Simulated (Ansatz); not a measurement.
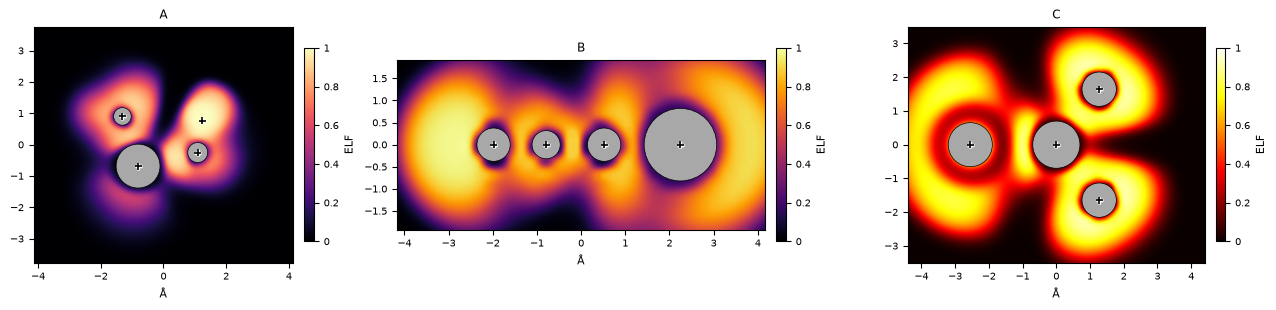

The electron localisation function of 3 systems, each on a plane through atoms (crosses mark nuclei in the plane; grey discs cover the cores).

Theory: isolated molecule in a Gaussian basis; Kohn-Sham density functional theory, functional PBE0 (Ansatz 0.2.0).

System 1: ClH4NO2Si, the plane of atoms N2, Si5 and O4. Geometry: PBE0-D3(BJ)/def2-SVP.

| atom | x (Å) | y (Å) | z (Å) |
| --- | --- | --- | --- |
| Cl | 2.9428 | 1.6414 | -0.5241 |
| N | 0.1737 | 0.6053 | -0.0610 |
| O | 1.1340 | 0.1525 | -2.6673 |
| O | 2.0882 | -1.2180 | -0.3873 |
| Si | 1.6695 | 0.1524 | -1.2293 |
| H | 0.2783 | 1.5311 | 0.3586 |
| H | 0.0711 | -0.0920 | 0.6795 |
| H | -0.6582 | 0.5978 | -0.6560 |
| H | 2.3027 | -1.9559 | -0.9679 |

System 2: Cl2SiSn (SMILES Cl[Si](Cl)=[Sn]) (triplet), the molecular plane. Geometry: r2SCAN-D4/def2-SVP; core potentials replace the inner electrons of Sn.

```xyz
4

Cl   -1.9835   -1.0356    1.3727
Cl   -1.0105    1.9081    0.2725
Si   -0.4304    0.3387    1.5050
Sn    1.7120    0.1430    2.8759
```

System 3: C2GeN (SMILES [C-]#[N+][C]#[Ge-]) (charge −1), a plane that holds the molecular axis. Geometry: PBE0-D3(BJ)/def2-SVPD.

```yaml
atoms:
  - { symbol: C, position_ang: [0.0000, 0.0000, -1.9805] }
  - { symbol: C, position_ang: [0.0000, 0.0000, 0.5219] }
  - { symbol: Ge, position_ang: [0.0000, 0.0000, 2.2492] }
  - { symbol: N, position_ang: [0.0000, 0.0000, -0.7907] }
```

> Which map belongs to which system?

Panel A is system 1, ClH4NO2Si: the plane holds N, O, Si and H. Si–N (1.95 Å): the ELF peaks at about 0.95 between the atoms, as expected for a shared but strongly polarised pair. Panel B is system 3, C2GeN: the plane holds C, Ge and N. C–N (1.19 Å): the ELF peaks at about 0.85 between the atoms (a multiple bond). Panel C is system 2, Cl2SiSn: the plane holds Cl, Si and Sn. Si–Cl (2.08 Å): the ELF peaks at about 0.85 between the atoms (a polar covalent bond).
